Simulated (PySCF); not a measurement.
# C2H10BPSi: a tour of settings, part 1 of 2

Which settings matter for C2H10BPSi (`CB(C)P[SiH3]`)?

Programs: PySCF 2.14.0, with density-fitted response routines of our own. Each step states its level of theory. These are calculated values for one molecule, in the gas phase or a continuum, unless marked as measured. Atoms are numbered from 0 throughout.

### 1 Starting geometry

15 atoms, charge 0, multiplicity 1; geometry from: GFN2-xTB.

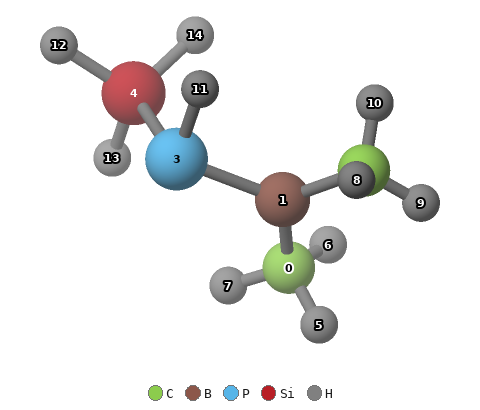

As it starts; carbon green, boron brown, phosphorus blue, silicon red, hydrogen grey, atoms numbered.

### 2 Shielding tensors: PBE0/pcSseg-1

Job settings and geometry (Å):

```
{"job": {"kind": "nmr", "xc": "PBE0", "basis": "pcSseg-1"}, "charge": 0, "multiplicity": 1}
C     -0.609531     0.180411    -1.662686
B     -0.666921     0.361697    -0.095488
C     -1.977590    -0.008554     0.705203
P      0.792659     1.130474     0.790981
Si     2.401245    -0.363166     0.444177
H     -1.427932     0.714576    -2.145805
H     -0.738038    -0.868018    -1.932972
H      0.319427     0.524599    -2.114711
H     -2.334219     0.845779     1.281782
H     -2.796949    -0.348103     0.074929
H     -1.779960    -0.794223     1.435697
H      0.489648     0.793630     2.098253
H      3.500278     0.025153     1.327021
H      2.794776    -0.259782    -0.960177
H      2.028693    -1.753829     0.731886
```

With the program's defaults for keys left out, this is: GIAO PBE0/pcSseg-1 NMR shielding, non-relativistic, gas phase.

Command:

```sh
$ OMP_NUM_THREADS=1 python probes_run.py task.json out
```

This one command runs all jobs of the session in turn.

Standard output:

```text
coarse grid: 12712 points
cycle   1  E = -737.4309724525  dE =  1.337e-01  |g| = 4.274e-01  |ddm| = 3.279e+00
cycle   2  E = -737.4192131134  dE =  1.176e-02  |g| = 4.717e-01  |ddm| = 8.562e-01
cycle   3  E = -737.4804976741  dE = -6.128e-02  |g| = 3.690e-02  |ddm| = 5.034e-01
cycle   4  E = -737.4808449373  dE = -3.473e-04  |g| = 2.100e-02  |ddm| = 8.678e-02
cycle   5  E = -737.4809851901  dE = -1.403e-04  |g| = 1.794e-03  |ddm| = 2.970e-02
cycle   6  E = -737.4809858622  dE = -6.721e-07  |g| = 5.794e-04  |ddm| = 3.201e-03
final grid: 111200 points
cycle   7  E = -737.5068720495  dE = -2.411e-05  |g| = 7.252e-03  |ddm| = 2.348e-02
cycle   8  E = -737.5068657066  dE =  6.343e-06  |g| = 8.624e-03  |ddm| = 1.491e-02
cycle   9  E = -737.5068857383  dE = -2.003e-05  |g| = 4.982e-04  |ddm| = 9.080e-03
cycle  10  E = -737.5068858179  dE = -7.960e-08  |g| = 1.365e-04  |ddm| = 9.385e-04
cycle  11  E = -737.5068858237  dE = -5.770e-09  |g| = 2.501e-05  |ddm| = 1.778e-04
cycle  12  E = -737.5068858238  dE = -1.723e-10  |g| = 4.109e-06  |ddm| = 4.028e-05
converged SCF energy = -737.5068858238

GIAO shielding tensors (ppm)
atom      isotropic    diamagn.    paramagn.     s11        s22        s33       span
  0 C      169.995     252.527     -82.532    147.323    179.784    182.877     35.554
  1 B        4.731     192.791    -188.061    -70.898    -39.953    125.043    195.942
  2 C      168.871     252.229     -83.357    147.533    172.442    186.640     39.107
  3 P      537.078     970.573    -433.495    442.339    502.909    665.988    223.649
  4 Si     436.800     880.075    -443.275    412.107    430.613    467.679     55.572
  5 H       30.648      30.189       0.459     26.635     28.655     36.654     10.019
  6 H       30.876      31.391      -0.515     27.515     29.078     36.036      8.521
  7 H       30.277      32.291      -2.014     25.906     31.106     33.820      7.914
  8 H       30.366      30.270       0.097     26.224     29.658     35.217      8.993
  9 H       30.513      30.919      -0.406     26.457     29.342     35.740      9.282
 10 H       30.576      31.328      -0.753     26.624     29.827     35.276      8.653
 11 H       29.712      32.634      -2.922     24.678     27.924     36.534     11.856
 12 H       27.597      28.727      -1.130     23.978     25.236     33.579      9.601
 13 H       27.499      29.592      -2.093     24.179     25.947     32.370      8.191
 14 H       27.662      29.509      -1.848     23.671     26.037     33.277      9.606
```

It took 32 s on 1 thread of Arm Neoverse N1, shared host; peak memory 0.71 GiB.

The references, computed at this level on geometries of the same kind, shield at (ppm): ¹H TMS 31.72, ¹³C TMS 186.9, ²⁹Si TMS 349.2, ³¹P H3PO4 318.4, ¹¹B BF3·OEt2 100.1. Their shielding less the atom's gives the shift. The references are single molecules in the gas phase, so shifts against H2O, NH3, PH3, H3PO4 or CFCl3 are not on the usual liquid scales and can be off by tens of ppm. Atoms listed in one row are averaged.

```csv
atoms,environment,σ (ppm),δ (ppm),δ scaled to CDCl3
"C0, C2",methyl carbon bonded to B,169.4,17.5,15.2
"H12, H13, H14",hydrogen on a silicon bonded to P,27.59,4.13,–
H11,"hydrogen on a phosphorus bonded to B, Si",29.71,2.00,–
"H5, H6, H7, H8, H9, H10",hydrogen on a methyl carbon bonded to B,30.54,1.17,1.21
B1,"boron bonded to 2 C, P",4.7,95.3,–
P3,"phosphorus bonded to B, Si, H",537.1,-218.7,–
Si4,"silicon bonded to P, 3 H",436.8,-87.6,–
```

The scaled column applies a straight-line fit of computed shieldings to shifts measured in CDCl3 (root-mean-square error 0.16 ppm for H, 1.9 ppm for C).

Charges from the same density, by scheme (e):

| atoms | Mulliken | IAO | Hirshfeld | ESP fit |
| --- | --- | --- | --- | --- |
| C0, C2 | -0.49 | -0.57 | -0.20 | -0.79 |
| B1 | 0.21 | 0.12 | 0.14 | 0.76 |
| P3 | -0.26 | -0.02 | -0.04 | -0.50 |
| Si4 | 0.34 | 0.44 | 0.27 | 0.36 |

Hirshfeld charges:

C0 -0.20; B1 0.14; C2 -0.20; P3 -0.04; Si4 0.27; H5 0.05; H6 0.05; H7 0.03; H8 0.04; H9 0.04; H10 0.04; H11 -0.01; H12 -0.07; H13 -0.07; H14 -0.08

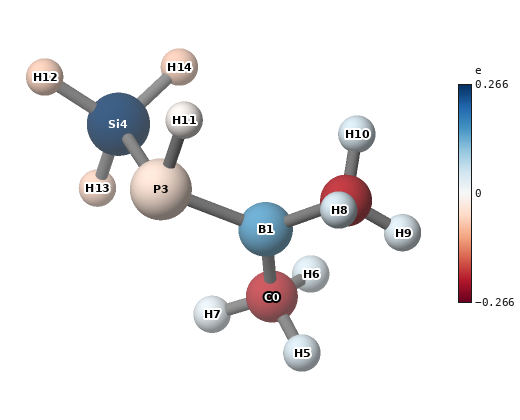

Hirshfeld charges, as colours on the atoms.

Mayer bond orders: C0–B1 1.06, B1–C2 1.05, B1–P3 1.12, P3–Si4 0.95.

### 3 TDDFT and polarisability: PBE0/def2-SVPD

The job, as its differences from that of step 2:

```diff
@@ -1,2 +1,2 @@
-{"job": {"kind": "nmr", "xc": "PBE0", "basis": "pcSseg-1"}, "charge": 0, "multiplicity": 1}
+{"job": {"kind": "uv", "xc": "PBE0", "basis": "def2-SVPD", "nstates": 6, "ntriplets": 2}, "charge": 0, "multiplicity": 1}
 C     -0.609531     0.180411    -1.662686
```

Method: TDDFT PBE0/def2-SVPD, vertical, gas phase, core orbitals frozen in the response.

Standard output:

```text
coarse grid: 12712 points
cycle   1  E = -737.1491983539  dE =  1.007e-01  |g| = 4.103e-01  |ddm| = 4.686e+00
cycle   2  E = -737.1367353068  dE =  1.246e-02  |g| = 4.576e-01  |ddm| = 1.206e+00
cycle   3  E = -737.1964034070  dE = -5.967e-02  |g| = 4.069e-02  |ddm| = 5.913e-01
cycle   4  E = -737.1968556611  dE = -4.523e-04  |g| = 2.171e-02  |ddm| = 1.106e-01
cycle   5  E = -737.1970172262  dE = -1.616e-04  |g| = 1.983e-03  |ddm| = 4.216e-02
cycle   6  E = -737.1970184858  dE = -1.260e-06  |g| = 6.940e-04  |ddm| = 5.152e-03
final grid: 111200 points
cycle   7  E = -737.2833373674  dE = -2.446e-05  |g| = 6.996e-03  |ddm| = 9.250e-02
cycle   8  E = -737.2833314231  dE =  5.944e-06  |g| = 8.278e-03  |ddm| = 2.095e-02
cycle   9  E = -737.2833506804  dE = -1.926e-05  |g| = 5.496e-04  |ddm| = 1.130e-02
cycle  10  E = -737.2833507906  dE = -1.102e-07  |g| = 1.215e-04  |ddm| = 1.213e-03
cycle  11  E = -737.2833507952  dE = -4.615e-09  |g| = 2.558e-05  |ddm| = 2.440e-04
cycle  12  E = -737.2833507954  dE = -2.294e-10  |g| = 5.450e-06  |ddm| = 6.660e-05
converged SCF energy = -737.2833507954

Static polarisability (au): isotropic 95.437, principal 81.427 91.618 113.266

Singlet excitations
state   eV       nm        f      main configurations
  1   4.8802    254.1   0.04486   H->L 0.93
  2   6.0298    205.6   0.07606   H-1->L 0.74, H->L+1 0.15
  3   6.1266    202.4   0.00624   H-2->L 0.79, H->L+1 0.18
  4   6.1795    200.6   0.05408   H->L+1 0.63, H-1->L 0.16, H-2->L 0.14
  5   6.4698    191.6   0.03612   H->L+2 0.93
  6   6.8426    181.2   0.03191   H->L+3 0.85

Triplet excitations (Tamm-Dancoff, eV): 4.0366 5.3580
```

Wall time 41 s (1 thread of Arm Neoverse N1, shared host); peak memory 0.77 GiB.

The orbitals next to the gap, with their largest atomic shares:

```csv
orbital,eV,atoms
HOMO−3,-9.66,"Si4 20 %, H13 16 %, P3 16 %"
HOMO−2,-8.87,"C0 26 %, B1 22 %, C2 14 %"
HOMO−1,-8.46,"P3 34 %, Si4 18 %, B1 17 %"
HOMO,-7.11,"P3 58 %, B1 14 %, Si4 9 %"
LUMO,-1.05,"B1 37 %, P3 18 %, Si4 10 %"
LUMO+1,0.16,"B1 27 %, Si4 16 %, P3 11 %"
LUMO+2,0.45,"Si4 35 %, P3 24 %, H14 12 %"
```

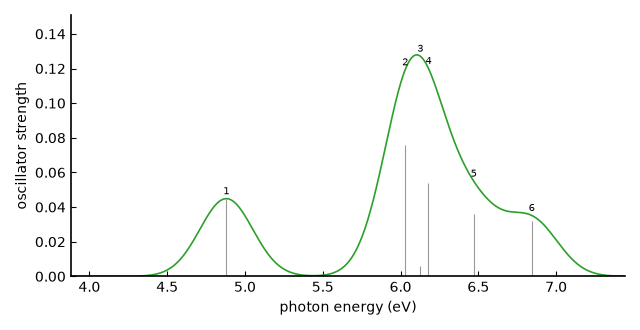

Absorption spectrum from the 6 singlet states computed; above the last one it falls off for lack of states. Lines are broadened to a width of 0.40 eV (Gaussian).

Further results of this job:

| property | computed |
| --- | --- |
| dipole moment (D) | 0.96 |
| polarisability (Å³) | 14.14 |
| HOMO–LUMO gap (eV) | 6.06 |
| −ε(HOMO) (eV) | 7.11 |

### 4 Spin-spin couplings: B3LYP/cc-pVDZ in chloroform

The job, as its differences from that of step 3:

```diff
@@ -1,2 +1,2 @@
-{"job": {"kind": "uv", "xc": "PBE0", "basis": "def2-SVPD", "nstates": 6, "ntriplets": 2}, "charge": 0, "multiplicity": 1}
+{"job": {"kind": "j", "xc": "B3LYP", "basis": "cc-pVDZ", "solvent": "chloroform"}, "charge": 0, "multiplicity": 1}
 C     -0.609531     0.180411    -1.662686
```

Method: B3LYP/cc-pVDZ indirect spin-spin coupling, non-relativistic, IEF-PCM chloroform.

Standard output:

```text
coarse grid: 12712 points
cycle   1  E = -737.9048671489  dE =  1.645e-01  |g| = 4.641e-01  |ddm| = 6.946e+00
cycle   2  E = -737.8844661489  dE =  2.040e-02  |g| = 5.325e-01  |ddm| = 2.099e+00
cycle   3  E = -737.9658226294  dE = -8.136e-02  |g| = 3.366e-02  |ddm| = 1.056e+00
cycle   4  E = -737.9661206202  dE = -2.980e-04  |g| = 1.857e-02  |ddm| = 1.301e-01
cycle   5  E = -737.9662397329  dE = -1.191e-04  |g| = 1.807e-03  |ddm| = 4.660e-02
cycle   6  E = -737.9662407272  dE = -9.943e-07  |g| = 6.899e-04  |ddm| = 6.392e-03
final grid: 111200 points
cycle   7  E = -737.9803981955  dE = -1.242e-05  |g| = 5.953e-03  |ddm| = 3.882e-02
cycle   8  E = -737.9803953922  dE =  2.803e-06  |g| = 6.778e-03  |ddm| = 2.269e-02
cycle   9  E = -737.9804073079  dE = -1.192e-05  |g| = 2.701e-04  |ddm| = 1.216e-02
cycle  10  E = -737.9804073327  dE = -2.486e-08  |g| = 7.848e-05  |ddm| = 9.305e-04
cycle  11  E = -737.9804073348  dE = -2.032e-09  |g| = 1.751e-05  |ddm| = 1.879e-04
cycle  12  E = -737.9804073349  dE = -1.000e-10  |g| = 4.779e-06  |ddm| = 5.827e-05
converged SCF energy = -737.9804073349

Indirect spin-spin couplings (Hz)
  i      j    bonds     total        FC       PSO       DSO        SD
  0 C    1 B    1     56.595    57.810    -1.771     0.223     0.334
  0 C    2 C    2      2.319     2.498    -0.181     0.001         -
  0 C    3 P    2     22.665    23.423    -0.608     0.008    -0.158
  0 C    4 Si   3     -0.396    -0.442     0.036    -0.005     0.015
  0 C    5 H    1    123.033   121.054     1.353     0.625         -
  0 C    6 H    1    120.242   118.222     1.383     0.637         -
  0 C    7 H    1    127.180   125.264     1.265     0.651         -
  0 C    8 H    3      1.810     1.914     0.145    -0.250         -
  0 C    9 H    3      3.794     3.771    -0.051     0.074         -
  0 C   10 H    3      1.109     1.200     0.142    -0.234         -
  0 C   11 H    3      5.558     5.851     0.062    -0.355         -
  0 C   12 H    4     -0.244    -0.039     0.068    -0.273         -
  0 C   13 H    4      0.397     0.301    -0.050     0.146         -
  1 B    2 C    1     55.351    56.549    -1.741     0.220     0.324
  1 B    3 P    1     46.883    57.983   -12.161     0.251     0.809
  1 B    4 Si   2     -1.473    -1.440    -0.056    -0.010     0.033
  1 B    5 H    2     -1.753    -1.733    -0.023    -0.126     0.129
  1 B    6 H    2     -1.329    -1.393     0.009    -0.106     0.161
  1 B    7 H    2     -2.570    -2.157    -0.328    -0.149     0.064
  1 B    8 H    2     -1.827    -1.810    -0.048    -0.112     0.143
  1 B    9 H    2     -2.493    -2.067    -0.280    -0.198     0.052
  1 B   10 H    2     -1.856    -1.885    -0.018    -0.106     0.153
  1 B   11 H    2     -2.409    -1.676    -0.655    -0.055    -0.022
  1 B   12 H    3      3.987     4.319     0.096    -0.439     0.010
  1 B   13 H    3     -0.367    -0.235    -0.107     0.000    -0.025
  1 B   14 H    3      1.511     1.391    -0.011     0.118     0.013
  2 C    3 P    2      0.253     1.507    -1.005     0.001    -0.250
  2 C    4 Si   3     -0.689    -0.675    -0.065     0.021     0.028
  2 C    5 H    3      1.245     1.265    -0.010    -0.010         -
  2 C    6 H    3      0.466     0.495    -0.001    -0.028         -
  2 C    7 H    3      6.441     6.589     0.189    -0.338         -
  2 C    8 H    1    120.614   118.601     1.391     0.622         -
  2 C    9 H    1    127.923   126.079     1.244     0.600         -
  2 C   10 H    1    121.130   119.122     1.383     0.625         -
  2 C   11 H    3      3.637     3.535    -0.073     0.175         -
  2 C   12 H    4      0.401     0.539     0.083    -0.220         -
  3 P    4 Si   1     19.166    18.328     6.785    -0.065    -5.882
  3 P    5 H    3      0.419     0.554     0.176    -0.318     0.009
  3 P    6 H    3     23.562    23.665     0.188    -0.339     0.048
  3 P    7 H    3     10.098    10.223    -0.116     0.181    -0.190
  3 P    8 H    3     11.693    12.252    -0.408     0.034    -0.185
  3 P    9 H    3     11.609    11.789     0.167    -0.472     0.125
  3 P   10 H    3      1.939     2.564    -0.359    -0.045    -0.221
  3 P   11 H    1    192.284   185.190     6.379     0.637     0.077
  3 P   12 H    2     23.539    23.867    -0.050    -0.233    -0.044
  3 P   13 H    2     24.176    24.358     0.044    -0.245     0.020
  3 P   14 H    2     -1.837    -1.188    -0.074    -0.387    -0.188
  4 Si   5 H    4     -2.865    -2.942    -0.121     0.177     0.022
  4 Si   6 H    4     -1.164    -1.173    -0.031    -0.000     0.040
  4 Si   7 H    4     -0.184    -0.185     0.058    -0.109     0.053
  4 Si   8 H    4     -1.847    -1.889    -0.089     0.159    -0.028
  4 Si  10 H    4     -1.482    -1.516    -0.004     0.010     0.028
  4 Si  11 H    2      3.518     3.333     0.153     0.071    -0.040
  4 Si  12 H    1   -189.666  -189.831     0.712    -0.193    -0.354
  4 Si  13 H    1   -189.463  -189.588     0.689    -0.207    -0.357
  4 Si  14 H    1   -189.501  -189.630     0.680    -0.197    -0.355
  5 H    6 H    2    -14.826   -14.619     2.190    -2.397         -
  5 H    7 H    2    -10.274   -10.040     2.241    -2.475         -
  5 H    8 H    4      0.461     0.552     0.393    -0.484         -
  5 H   10 H    4      1.304     1.663     0.960    -1.319         -
  5 H   11 H    4     -1.263    -0.543     0.674    -1.394         -
  5 H   12 H    5     -0.415     0.232     0.509    -1.155         -
  5 H   13 H    5      0.159     0.220     0.507    -0.568         -
  5 H   14 H    5     -0.196     0.105     0.562    -0.862         -
  6 H    7 H    2    -10.628   -10.429     2.234    -2.433         -
  6 H    8 H    4      1.169     1.556     0.995    -1.382         -
  6 H   10 H    4      0.835     0.882     0.315    -0.362         -
  6 H   11 H    4      1.178     1.788     0.571    -1.181         -
  6 H   13 H    5      0.295     0.010    -0.062     0.347         -
  7 H   10 H    4     -0.378     0.050     0.926    -1.354         -
  7 H   11 H    4     -0.690     0.442     0.557    -1.689         -
  7 H   12 H    5     -0.762    -0.023     0.129    -0.867         -
  7 H   13 H    5      1.069     0.154    -0.911     1.825         -
  8 H    9 H    2    -10.367   -10.051     2.275    -2.592         -
  8 H   10 H    2    -14.964   -14.808     2.193    -2.349         -
  8 H   11 H    4      0.628     0.036    -0.345     0.938         -
  8 H   13 H    5     -0.466     0.013     0.439    -0.918         -
  8 H   14 H    5     -0.261    -0.058     0.377    -0.581         -
  9 H   10 H    2    -10.609   -10.307     2.255    -2.557         -
  9 H   11 H    4      0.397     0.646     0.832    -1.081         -
  9 H   13 H    5     -0.302    -0.022     0.390    -0.670         -
 10 H   11 H    4      0.736    -0.026    -0.534     1.295         -
 10 H   12 H    5     -0.532    -0.093     0.142    -0.581         -
 10 H   13 H    5     -0.449    -0.036     0.243    -0.656         -
 10 H   14 H    5      0.475     0.142    -0.325     0.658         -
 11 H   12 H    3     -0.007     0.029     0.059    -0.096         -
 11 H   13 H    3      8.763    10.459     0.541    -2.237         -
 11 H   14 H    3      2.146     2.188     0.027    -0.069         -
 12 H   13 H    2     -0.981     0.629     0.572    -2.182         -
 12 H   14 H    2      4.271     5.730     0.555    -2.015         -
 13 H   14 H    2      2.605     4.046     0.519    -1.960         -
```

Wall time 45 s (1 thread of Arm Neoverse N1, shared host); peak memory 0.76 GiB.

This basis has no tight s functions, so the Fermi-contact terms are rough.

A choice of the couplings up to four bonds, sorted by the number of bonds, with means over like pairs; isotopes 11B, 13C, 1H, 31P, 29Si:

```csv
pair,bonds,J (Hz),Fermi contact (Hz)
P3–H11,1,192.3,185.2
Si4–H12,1,-189.5,-189.7
C0–H5,1,123.4,121.4
C0–B1,1,56.0,57.2
B1–P3,1,46.9,58.0
P3–Si4,1,19.2,18.3
P3–H12,2,15.3,15.7
H5–H6,2,-11.9,-11.7
C0–P3,2,11.5,12.5
Si4–H11,2,3.5,3.3
B1–H11,2,-2.4,-1.7
C0–C2,2,2.3,2.5
B1–H5,2,-2.0,-1.8
H12–H13,2,2.0,3.5
B1–Si4,2,-1.5,-1.4
P3–H5,3,9.9,10.2
C0–H11,3,4.6,4.7
H11–H12,3,3.6,4.2
C0–H8,3,2.5,2.5
B1–H12,3,1.7,1.8
Si4–H5,4,-1.3,-1.3
```

The spin-dipole term was solved for some atoms only; pairs without it lack that part.

Quadrupole couplings from the field gradients of the same density:

```
atom  isotope  eQq/h (MHz)     η
  B1      11B        4.527  0.21
```

Shifts (PBE0/pcSseg-1, unscaled) and these couplings together give the proton spectrum at 300 MHz below. Couplings to quadrupolar nuclei are left out.

¹H NMR δ 4.13 (dd, J = 15.3, 3.6 Hz, 3H), 2.00 (dq, J = 192.3, 3.6 Hz, 1H), 1.17 (d, J = 9.9 Hz, 6H).

(Continued in part 2 of 2.)
